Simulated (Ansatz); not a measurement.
## Fields on a plane of Sb (space group R-3m)

```
Sb
1.0
    2.18716     1.26276     3.84671
   -2.18716     1.26276     3.84671
    0.00000    -2.52551     3.84671
Sb
2
Direct
  0.26727   0.26727   0.26727
  0.73273   0.73273   0.73273
```

The slice is a (1 -1 0 2) plane (indices of the conventional cell) through the point (0.267, 0.267, 0.267) (fractional), spanned by u = [1 0 -1] and v = [010] in vectors of this cell: u (4.37 Å) and v (4.60 Å, at 90° to u). It covers one period; positions are fractions (u, v).

Atoms on it: Sb at (0.00, 0.00); Sb at (0.50, 0.43), 0.2 Å off the plane. Other atoms lie within 1 Å of the plane.

The numbers are results of PBE (plane waves to 420 eV, PAW, scalar-relativistic; Ansatz, a first-principles code), not measurements. k mesh 13×13×13. Inside the PAW spheres the values are not all-electron values, and peaks at nuclei hang on which shells count as valence. Sb was relaxed with its symmetry unable to fall. Spin-orbit coupling is left out, though Sb is heavy.

```
|xxx0245665320000235665420xx|
|xxx1355665310000135665531xx|
|x01345666421000012466654310|
|223456665321000012356665432|
|455566764321111112346766555|
|666677654333444433345677666|
|777777543446677664434577777|
|888765444578888887544456788|
|776543446788877888764434567|
|443333467777666677776433334|
|111223577666555566677532211|
|000124676654333345667642100|
|000135766542100124566753100|
|000246665430xxxx03456664200|
|00124665541xxxxxx1455664210|
|11235765531xxxxxx1355675321|
|22346775531xxxxxx1355776432|
|344568765420xxxx02456786544|
|556678875432100123457887665|
|666789986543322334568998766|
|555689998654444445689998655|
|444568999765444456799986544|
|444456899876555567899865444|
|223445789887666678898754432|
|x01244578876555567887544210|
|xxx0345677654334567765430xx|
|xxx0245676532222356765420xx|
|xxxx24556642111124665542xxx|
```
Scale: ten equal steps from 0.06 (start of '0') to 0.67 (end of '9'), in the order '0123456789'. Values: electron localisation function (ELF). The map has 27 points along u (one character each, u = 0 at the left) and 28 along v (v = 0 in the bottom row). Points within 0.5 Å of a nucleus are blanked (x), as the pseudised field means little there.

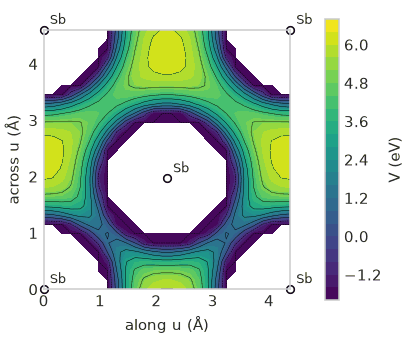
Fig. 1. Electrostatic potential energy of an electron, from the cell's mean, in eV, one period of the plane, atoms marked. Points within 1 Å of a nucleus are left white, as the pseudised field means little there. Values under -2 eV are set to -2. The zero, the cell's mean, hangs on the PAW cores.
